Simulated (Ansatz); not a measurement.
# linear Sn chain under tension and compression

Wanted: energy, moment and open channels of the linear Sn chain from 12 % compression to 30 % stretch.

Method: DFT PBEsol, plane waves, PAW; relaxation of a chain's period, in the first sound run; inputs show where later runs differ, in Ansatz 0.2.0.

## 1. The structure

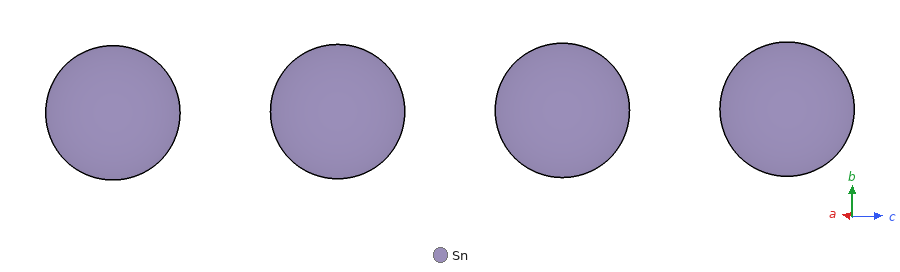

The cell as given, from the side, with the c axis across the page (tin purple). 1×1×3 cells are drawn. Some periodic images of atoms are drawn too.

The cell holds 1 atom: 1 Sn. Its edges and angles: a = 7.500 Å, b = 7.500 Å, c = 2.585 Å, α = 90.0°, β = 90.0°, γ = 90.0°. Vacuum lies along a and b. The structure's axis is c.

Structure file:

```cif
data_structure
_symmetry_space_group_name_H-M 'P 1'
_symmetry_Int_Tables_number 1
_cell_length_a 7.5000
_cell_length_b 7.5000
_cell_length_c 2.5854
_cell_angle_alpha 90.000
_cell_angle_beta 90.000
_cell_angle_gamma 90.000
_cell_volume 145.43
loop_
_atom_site_label
_atom_site_type_symbol
_atom_site_fract_x
_atom_site_fract_y
_atom_site_fract_z
_atom_site_occupancy
Sn1 Sn 0.50000 0.50000 0.00000 1
```

## 2. The relaxed wire

Band widths follow the bond lengths, so the chain is relaxed first. The atoms and the third cell vector are free; the box across stays fixed as vacuum. Moments are seeded so that a magnetic state can form if it lies lower. A Fermi-Dirac smearing is set since the result may be a metal. The pressure printed is a third of the stress's trace over the whole box, vacuum included; only the stress along the axis is relaxed.

input.yaml

```yaml
crystal:
  lattice:
    - [7.5, 0.0, 0.0]
    - [0.0, 7.5, 0.0]
    - [0.0, 0.0, 2.5854]
  atoms:
    - { symbol: Sn, position: [0.5, 0.5, 0.0], spin: 0.5 }
magnetization:
  spin_polarized: true
kpoints:
  mp_grid: { grid: [1, 1, 31] }
scf:
  occupations: { method: fermi_dirac, width: 0.05 }
hamiltonian:
  xc: pbesol
relax:
  cell: { fix: [a, b, alpha, beta, gamma] }
  max_steps: 60
```

The run is started by

```sh
$ ansatz run input.yaml --threads 4 --pin off --max-ram 8192MiB --backend cpu --events-out ev --progress --plain --runs-dir out
```

Numbers of over 12 decimals in the logs are rounded to 6 here.

The program printed:

```text
Engine: ansatz 0.2.0, aarch64-unknown-linux-gnu
Pseudopotentials: kind: paw
Pseudopotential: Sn, paw, valence charge 14, recommended cutoff 420 eV (normal), Sn.paw.azcp
Functional definition: PBEsol
  exchange = pbesol_x
  correlation = pbesol_c
Crystal: 1 atoms, lattice volume = 145.429 Å³
Basis set: ecut = 420 eV, 2857 PW (Γ), exchange–correlation on 108×108×36 points (8 copies of the dense FFT grid, shifted against one another)
Bands: 12, of which v1, the nominal top of the filled ones, is band 7 counted from 1 (6 counted from 0)
Symmetry: 16 space group operations
Space group: P4/mmm (ITA 123), of the structure as read, at distance tolerance 5.3e-5 Å
Magnetic group: BNS 123.339 (UNI 999), of the structure as read, at distance tolerance 5.3e-5 Å
k-points: 16 of 31
Non-local potential: Sn, projectors of the file, l = 0: 2, l = 1: 2, l = 2: 2, l = 3: 2
PAW form: soft (Blöchl's): semilocal exchange-correlation on the pseudo side does not see the compensation charge
PAW frozen core: Sn, regenerated for the run's functional, and the local potential with it (the file was generated under x = pbe(κ = 0.804, μ = 0.219515), c = pbe(β = 0.066725))
PAW one-centre angular grid: Sn, 590 points (default); XC on 64 Gauss nodes
Initial density: superposition of atomic densities (neutral atoms: chi_scale 0, normalization atom)
Starting moments: Σ|m| = 0.5 μB on 1 of 1 site
Initial wavefunctions: pseudopotential atomic-orbital guess
Functional: x = pbesol(κ = 0.804, μ = 0.123457), c = pbesol(β = 0.046)
iter 1 solved again at ethr=1.34e-3 eV; its pass at ethr=3.10e-3 eV (dr2=1.87e-1 eV) is discarded
SCF iter   1: F=—  HF=-5948.206104 eV  |F-HF|=—  |Δ(HF+E_count)|=         —  Δρ=1.23e-2 (↑1.23e-2 ↓1.10e-2)  dr2=1.89e-1  dr2_m=1.57e-1  M=0.055 μB ∫|m|=0.055 μB  β_m=0.30  ethr=1.34e-3  ⟨swp⟩=1.0  Hψ=3453  notcnv=0
preconditioner: auto → none  [insulator: Δε(μ)=0.213 eV  Ē_g=9.006 eV  σ=0.050 eV  W_gap=0.52  n_scr=12 (ndim 8)  ℏωp=6.2 eV  f_vac=0.606  D(μ)=0.84/eV (n_scr^D=4)  ε∞_Penn≈1.5]
SCF iter   2: F=—  HF=-5948.170168 eV  |F-HF|=—  |Δ(HF+E_count)|=   3.59e-2  Δρ=8.42e-3 (↑8.42e-3 ↓7.81e-3)  dr2=6.58e-2  dr2_m=7.86e-2  M=0.046 μB ∫|m|=0.046 μB  β_m=0.30  ethr=1.34e-3  ⟨swp⟩=2.0  Hψ=481  notcnv=0
SCF iter   3: F=—  HF=-5948.152937 eV  |F-HF|=—  |Δ(HF+E_count)|=   1.72e-2  Δρ=5.59e-3 (↑5.31e-3 ↓5.59e-3)  dr2=8.41e-4  dr2_m=3.93e-2  M=0.038 μB ∫|m|=0.038 μB  β_m=0.30  ethr=4.70e-4  ⟨swp⟩=2.8  Hψ=708  notcnv=0
SCF iter   4: F=—  HF=-5948.156758 eV  |F-HF|=—  |Δ(HF+E_count)|=   3.82e-3  Δρ=3.91e-3 (↑3.78e-3 ↓3.91e-3)  dr2=1.60e-4  dr2_m=1.96e-2  M=0.032 μB ∫|m|=0.032 μB  β_m=0.30  ethr=6.01e-6  ⟨swp⟩=2.3  Hψ=699  notcnv=0
SCF iter   5: F=—  HF=-5948.158754 eV  |F-HF|=—  |Δ(HF+E_count)|=   2.00e-3  Δρ=2.73e-3 (↑2.70e-3 ↓2.73e-3)  dr2=2.85e-6  dr2_m=9.83e-3  M=0.026 μB ∫|m|=0.026 μB  β_m=0.30  ethr=1.15e-6  ⟨swp⟩=2.6  Hψ=544  notcnv=0
SCF iter   6: F=—  HF=-5948.159762 eV  |F-HF|=—  |Δ(HF+E_count)|=   1.01e-3  Δρ=1.92e-3 (↑1.92e-3 ↓1.92e-3)  dr2=2.60e-7  dr2_m=4.93e-3  M=0.022 μB ∫|m|=0.022 μB  β_m=0.30  ethr=2.04e-8  ⟨swp⟩=2.3  Hψ=614  notcnv=0
SCF iter   7: F=—  HF=-5948.160290 eV  |F-HF|=—  |Δ(HF+E_count)|=   5.28e-4  Δρ=1.36e-3 (↑1.36e-3 ↓1.36e-3)  dr2=2.28e-8  dr2_m=2.48e-3  M=0.018 μB ∫|m|=0.018 μB  β_m=0.30  ethr=1.86e-9  ⟨swp⟩=2.8  Hψ=664  notcnv=0
Mixer restart at iter 7: flushing history
spin-set hold released at iteration 7 (site moments contracting): the magnetisation degrees of freedom join the quasi-Newton model from the next iteration; the mixer history was flushed
SCF iter   8: F=—  HF=-5948.160571 eV  |F-HF|=—  |Δ(HF+E_count)|=   2.81e-4  Δρ=9.67e-4 (↑9.67e-4 ↓9.67e-4)  dr2=9.88e-9  dr2_m=1.25e-3  M=0.015 μB ∫|m|=0.015 μB  β_m=0.65  ethr=1.63e-10  ⟨swp⟩=3.5  Hψ=782  notcnv=0
SCF iter   9: F=—  HF=-5948.160915 eV  |F-HF|=—  |Δ(HF+E_count)|=   3.43e-4  Δρ=4.27e-5 (↑4.26e-5 ↓4.27e-5)  dr2=1.14e-9  dr2_m=2.43e-6  M=0.005 μB ∫|m|=0.005 μB  β_m=0.82  ethr=7.06e-11  ⟨swp⟩=4.0  Hψ=912  notcnv=0
SCF iter  10: F=—  HF=-5948.160926 eV  |F-HF|=—  |Δ(HF+E_count)|=   1.17e-5  Δρ=2.25e-5 (↑2.25e-5 ↓2.24e-5)  dr2=3.85e-10  dr2_m=6.74e-7  M=0.002 μB ∫|m|=0.003 μB  β_m=0.91  ethr=8.16e-12  ⟨swp⟩=5.2  Hψ=1252  notcnv=0
SCF iter  11: F=—  HF=-5948.160931 eV  |F-HF|=—  |Δ(HF+E_count)|=   4.23e-6  Δρ=1.54e-6 (↑1.50e-6 ↓1.54e-6)  dr2=3.26e-9  dr2_m=2.37e-9  M=0.000 μB ∫|m|=0.000 μB  β_m=0.95  ethr=2.75e-12  ⟨swp⟩=5.2  Hψ=1248  notcnv=0
SCF iter  12: F=—  HF=-5948.160931 eV  |F-HF|=—  |Δ(HF+E_count)|=   1.70e-8  Δρ=7.13e-7 (↑6.89e-7 ↓7.13e-7)  dr2=2.81e-9  dr2_m=4.84e-11  M=0.000 μB ∫|m|=0.000 μB  β_m=0.76  ethr=2.75e-12  ⟨swp⟩=4.0  Hψ=1012  notcnv=0
SCF iter  13: F=-5948.160931 eV  HF=-5948.160931 eV  |F-HF|=3.09e-11  |Δ(HF+E_count)|=   1.47e-9  Δρ=8.69e-8 (↑8.65e-8 ↓8.69e-8)  dr2=2.73e-13  dr2_m=9.96e-12  M=0.000 μB ∫|m|=0.000 μB  ethr=2.75e-12  ⟨swp⟩=3.0  Hψ=964  notcnv=0
WARN: the starting moments were not kept: the SCF closed with an absolute magnetisation of 5.6e-6 μB, where they sum to 0.5 μB in size (1 site). That is at most 0.1 of that sum. Measured as dr2_m measures the in/out step, that magnetisation stands 2.0e-12 eV from none, at or under the dr2_threshold of 1.0e-7 eV: it is no larger than a step whose dr2_m would equal this threshold. The system may hold no moment; this SC [...]
SCF 1 converged in 13 iterations: F = -5948.160931 eV  dr2 = 2.73e-13
  greatest PAW one-centre occupation: 0.992 electrons in one spin orbital (limit 2), on the Sn atom at site 0 (counted from 0), in its partial waves of l = 2
relax step   1: F+E_penalty+E_count = -5948.16093070 eV  Δ(F+E_penalty+E_count) = +0.000e0 eV  max|allowed force component| = 0.000e0 eV/Å  Δτ_max = 0.0000 Å  P = +1.104 GPa  Ω = 145.429 Å³  fix = [a, b, alpha, beta, gamma]  reactions: a +0.237, b +0.237 GPa  (13 SCF iters, dr2 threshold 1.00e-7 eV, accepted)
Crystal: 1 atoms, lattice volume = 152.373 Å³
Basis set: ecut = 420 eV, 3033 PW (Γ), exchange–correlation on 108×108×36 points (8 copies of the dense FFT grid, shifted against one another)
Initial density: handed on by an earlier stage of this run
Starting moments: Σ|m| = 0.5 μB on 1 of 1 site; this step starts from the density that it was given
Initial wavefunctions: those handed on with the density
iter 1 solved again at ethr=4.03e-5 eV; its pass at ethr=3.10e-3 eV (dr2=5.64e-3 eV) is discarded
SCF iter   1: F=—  HF=-5948.208148 eV  |F-HF|=—  |Δ(HF+E_count)|=         —  Δρ=8.61e-4 (↑8.23e-4 ↓8.61e-4)  dr2=5.89e-3  dr2_m=2.28e-4  M=-0.007 μB ∫|m|=0.008 μB  β_m=0.30  ethr=4.03e-5  ⟨swp⟩=1.7  Hψ=3326  notcnv=0
[...]
preconditioner: auto → LDOS  [metal: Δε(μ)=0.052 eV  Ē_g=8.393 eV  σ=0.050 eV  W_gap=0.25  n_scr=12 (ndim 8)  ℏωp=6.0 eV  f_vac=0.630  D(μ)=1.86/eV (n_scr^D=8)]
spin=Collinear: LDOS preconditioning applied to the charge; magnetization (m = ρ↑ − ρ↓) channel mixes plain (no charge-response kernel on spin).
SCF iter   2: F=—  HF=-5948.206895 eV  |F-HF|=—  |Δ(HF+E_count)|=   1.47e-6  Δρ=1.24e-5 (↑1.24e-5 ↓1.24e-5)  dr2=1.74e-7  dr2_m=2.14e-12  M=-0.000 μB ∫|m|=0.000 μB  β_m=0.56  ethr=2.80e-9  ⟨swp⟩=2.2  Hψ=576  notcnv=0
SCF iter   3: F=—  HF=-5948.206896 eV  |F-HF|=—  |Δ(HF+E_count)|=   3.33e-7  Δρ=1.90e-6 (↑1.90e-6 ↓1.90e-6)  dr2=3.05e-9  dr2_m=3.79e-13  M=-0.000 μB ∫|m|=0.000 μB  β_m=0.63  ethr=1.24e-9  ⟨swp⟩=2.4  Hψ=608  notcnv=0
SCF iter   4: F=—  HF=-5948.206896 eV  |F-HF|=—  |Δ(HF+E_count)|=   1.24e-8  Δρ=3.14e-7 (↑3.12e-7 ↓3.14e-7)  dr2=1.40e-10  dr2_m=6.82e-14  M=-0.000 μB ∫|m|=0.000 μB  β_m=0.76  ethr=2.18e-11  ⟨swp⟩=2.1  Hψ=458  notcnv=0
SCF iter   5: F=-5948.206896 eV  HF=-5948.206896 eV  |F-HF|=1.00e-11  |Δ(HF+E_count)|=   4.56e-9  Δρ=4.56e-8 (↑4.56e-8 ↓4.51e-8)  dr2=6.22e-12  dr2_m=1.04e-14  M=-0.000 μB ∫|m|=0.000 μB  ethr=1.00e-12  ⟨swp⟩=6.4  Hψ=1521  notcnv=0
the starting moments were not kept: the SCF closed with an absolute magnetisation of 5.8e-7 μB, where they sum to 0.5 μB in size (1 site). That is at most 0.1 of that sum. Measured as dr2_m measures the in/out step, that magnetisation stands 2.5e-14 eV from none, at or under the dr2_threshold of 1.0e-11 eV: it is no larger than a step whose dr2_m would equal this threshold.
SCF 3 converged in 5 iterations: F = -5948.206896 eV  dr2 = 6.22e-12
relax step   3: F+E_penalty+E_count = -5948.20689561 eV  Δ(F+E_penalty+E_count) = -4.060e-4 eV  max|allowed force component| = 0.000e0 eV/Å  Δτ_max = 0.0000 Å  P = +0.140 GPa  Ω = 152.373 Å³  fix = [a, b, alpha, beta, gamma]  reactions: a +0.236, b +0.236 GPa  stress off target by 5.28e-2 GPa on what of the cell is left free  SCF on the basis re-selected at this cell (its energy is not comparable with the rows above)  (5 SCF iters)
[...]
relax step   4: F+E_penalty+E_count = -5948.20694177 eV  Δ(F+E_penalty+E_count) = -4.616e-5 eV  max|allowed force component| = 0.000e0 eV/Å  Δτ_max = 0.0000 Å  P = +0.143 GPa  Ω = 152.246 Å³  energy of the carried Pulay correction = +7.750e-6 eV  fix = [a, b, alpha, beta, gamma]  reactions: a +0.237, b +0.237 GPa  (6 SCF iters, dr2 threshold 6.98e-9 eV, accepted)
[...]
relax step   5: F+E_penalty+E_count = -5948.20704281 eV  Δ(F+E_penalty+E_count) = -1.010e-4 eV  max|allowed force component| = 0.000e0 eV/Å  Δτ_max = 0.0000 Å  P = +0.164 GPa  Ω = 151.622 Å³  energy of the carried Pulay correction = +4.587e-5 eV  fix = [a, b, alpha, beta, gamma]  reactions: a +0.238, b +0.238 GPa  (7 SCF iters, accepted)
iter 1 solved again at ethr=6.19e-7 eV; its pass at ethr=3.10e-3 eV (dr2=8.66e-5 eV) is discarded
SCF iter   1: F=—  HF=-5948.206996 eV  |F-HF|=—  |Δ(HF+E_count)|=         —  Δρ=2.06e-6 (↑2.05e-6 ↓2.06e-6)  dr2=5.37e-9  dr2_m=8.76e-12  M=0.000 μB ∫|m|=0.000 μB  β_m=0.30  ethr=6.19e-7  ⟨swp⟩=3.4  Hψ=3706  notcnv=0
eigensolver tolerance schedule: the retry pair's looser diagonalisation over-reported the residual by 16135.66 of it (diagonalisation noise at an unbounded share of the residual, at the tolerance the schedule requests for it); recorded, not acted on — ethr = c·dr2/N_el stays at c = 1.0e-1
preconditioner: auto → LDOS  [metal: Δε(μ)=0.103 eV  Ē_g=8.434 eV  σ=0.050 eV  W_gap=0.46  n_scr=12 (ndim 8)  ℏωp=6.0 eV  f_vac=0.630  D(μ)=1.61/eV (n_scr^D=8)]
spin=Collinear: LDOS preconditioning applied to the charge; magnetization (m = ρ↑ − ρ↓) channel mixes plain (no charge-response kernel on spin).
SCF iter   2: F=—  HF=-5948.206996 eV  |F-HF|=—  |Δ(HF+E_count)|=   1.16e-7  Δρ=1.37e-6 (↑1.36e-6 ↓1.37e-6)  dr2=2.03e-9  dr2_m=6.72e-12  M=0.000 μB ∫|m|=0.000 μB  β_m=0.49  ethr=3.83e-11  ⟨swp⟩=3.1  Hψ=782  notcnv=0
SCF iter   3: F=—  HF=-5948.206996 eV  |F-HF|=—  |Δ(HF+E_count)|=   5.47e-9  Δρ=4.01e-7 (↑3.99e-7 ↓4.01e-7)  dr2=1.46e-10  dr2_m=3.30e-12  M=0.000 μB ∫|m|=0.000 μB  β_m=0.55  ethr=1.45e-11  ⟨swp⟩=2.2  Hψ=489  notcnv=0
SCF iter   4: F=-5948.206996 eV  HF=-5948.206996 eV  |F-HF|=2.09e-11  |Δ(HF+E_count)|=  6.53e-10  Δρ=7.39e-8 (↑6.99e-8 ↓7.39e-8)  dr2=9.02e-12  dr2_m=1.52e-12  M=0.000 μB ∫|m|=0.000 μB  ethr=1.00e-12  ⟨swp⟩=4.2  Hψ=1676  notcnv=0
the starting moments were not kept: the SCF closed with an absolute magnetisation of 7.5e-6 μB, where they sum to 0.5 μB in size (1 site). That is at most 0.1 of that sum. Measured as dr2_m measures the in/out step, that magnetisation stands 3.7e-12 eV from none, at or under the dr2_threshold of 1.0e-11 eV: it is no larger than a step whose dr2_m would equal this threshold.
SCF 6 converged in 4 iterations: F = -5948.206996 eV  dr2 = 9.02e-12
relax step   6: F+E_penalty+E_count = -5948.20699596 eV  Δ(F+E_penalty+E_count) = +4.686e-5 eV  max|allowed force component| = 0.000e0 eV/Å  Δτ_max = 0.0000 Å  P = +0.164 GPa  Ω = 151.622 Å³  fix = [a, b, alpha, beta, gamma]  reactions: a +0.238, b +0.238 GPa  stress off target by 1.75e-2 GPa on what of the cell is left free  SCF on the basis re-selected at this cell (its energy is not comparable with the rows above)  (4 SCF iters)
basis re-selected at this cell: Δ(F+E_penalty+E_count) = +4.686e-5 eV, ΔP = +0.000 GPa vs the last step (what re-selecting the basis moved, of the pressure what is left beyond the Pulay correction that the steps carried, after the strain that the cell walked since its last selection, with what the two solves' SCF thresholds leave and, on support functions, any second-order correction that the steps lacked; it is no measure of the basis error at this ecutwfc). This SCF's stress stands 1.75e-2 GPa from its target on what of the cell is left free (relax.cell.stress_tol is 5.00e-2 GPa) and its largest allowed force component is 0.00e0 eV/Å (relax.f_tol is 1.00e-2 eV/Å): [rest of the remark cut]
SCF converged after 4 iterations
Magnetization: 0.0000 μB (7.0000 up, 7.0000 down)
Absolute magnetization: 0.0000 μB (∫|ρ↑−ρ↓|, with the PAW one-centre terms)
Spin contamination: 0.0000 ħ² per cell (⟨S²⟩ above its minimum at these occupations)
Per-site moments (μB) at R_I (Å): [(2.1231957822335435e-6, 1.111891)]
Free energy (F): -5948.206996 eV
Harris-Foulkes:  -5948.206996 eV  (|F-HF|=2.09e-11)
Internal energy: -5948.194893 eV  (E = F + TS)
E sigma→0 (E₀):  -5948.200944 eV
Entropy (-TS):   -0.012103 eV (-12.103 meV/atom)
Fermi energy:    -1.783249 eV
--- Per-component energies (eV) ---
  E_band       = -252.623808
  E_kinetic    = 186.019016
  E_local      = -2519.578024  (includes V_loc(G=0)·N_el)
  E_nonlocal   = -30.767196
  E_hartree    = 1279.694288
  E_xc         = -377.941272
  E_vxc        = -94.992521  (∫ρ·V_xc dr)
  E_paw        = -4063.793755  (= ΣΔE_a)
  E_vpaw       = -352.693592  (= ΣTr[D̂ρ^β])
  E_aug_tail   = -0.000000  (compensation charges beyond the density's cutoff)
  E_ewald      = -422.112788
  E_core_change = 0.284840  (= ΣΔE_core)
  E_smearing   = -0.012103  (= −TS)
  E_closure    = 0.000000  (closes the sum)
  Σ components = -5948.206996   (vs F -5948.206996, Δ=0.00e0)
--- Forces (eV/Å), atoms counted from 1 ---
  atom   1  Sn     0.00000000     0.00000000     0.00000000
  max |Σ_I F_I| component: 0.00e0 eV/Å
--- Stress (GPa, compression-positive) ---
        0.237956       0.000000       0.000000
        0.000000       0.237956       0.000000
        0.000000       0.000000       0.017510
  P = ⅓ Tr σ = 0.1645 GPa (1.645 kbar)
--- Relaxed structure (4 steps of the walk, 4 accepted, 2 SCFs on fresh bases) ---
  F+E_penalty+E_count = -5948.20699596 eV   max|allowed force component| = 0.000e0 eV/Å   (the final SCF, on the basis selected at the relaxed cell)
  cell:  # Å, volume = 151.6215 Å³
    - [7.5, 0.0, 0.0]
    - [0.0, 7.5, 0.0]
    - [0.0, 0.0, 2.695494]
  atoms:
    - { symbol: Sn, position: [0.5, 0.5, 0.0] }
```

Elapsed: 7.5 s, on 4 threads of Arm Neoverse V1, shared host; peak memory 0.41 GiB.

Relaxation path:

| step | energy less that of the first step (eV) | largest force component (eV/Å) | pressure (GPa) | volume (Å³) |
| --- | --- | --- | --- | --- |
| 1 | 0.0000 | 0.0000 | 1.10 | 145.43 |
| 2 | -0.0456 | 0.0000 | 0.14 | 152.37 |
| 3* | -0.0460 | 0.0000 | 0.14 | 152.37 |
| 4 | -0.0460 | 0.0000 | 0.14 | 152.25 |
| 5 | -0.0461 | 0.0000 | 0.16 | 151.62 |
| 6* | -0.0461 | 0.0000 | 0.16 | 151.62 |

Relaxation steps marked * repeat the geometry before them on a plane-wave basis chosen anew for their cell, so energy and pressure can jump there.

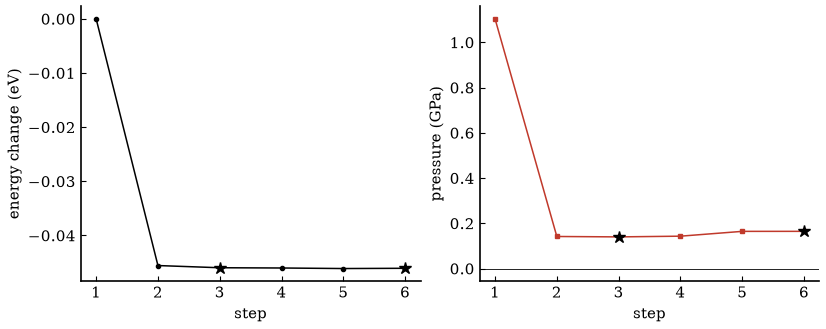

Energy and pressure along the relaxation. Stars mark steps on a basis chosen anew.

| cell as run | before | after | change |
| --- | --- | --- | --- |
| c (Å) | 2.585 | 2.695 | +4.3 % |

The relaxed structure:

```xyz
1
Lattice="7.5000 0.0000 0.0000 0.0000 7.5000 0.0000 0.0000 0.0000 2.6955" Properties=species:S:1:pos:R:3
Sn    3.7500    3.7500    0.0000
```

Numbers from this step:

- energy at zero smearing: -5948.2009 eV
- cell length along the wire: 2.695 Å

The cell's length comes to 2.695 Å with no moment.

(Continued in part 2 of 3.)

[Logs are printed without paths, hosts, clocks, repeated set-up lines and the standing remarks that a program may print on its own settings, such as how far it seeks lower states.]

[Hosts, paths, dates, database ids (printed as entryN), source tags and the programs' standing remarks are cut or masked in the printed files.]
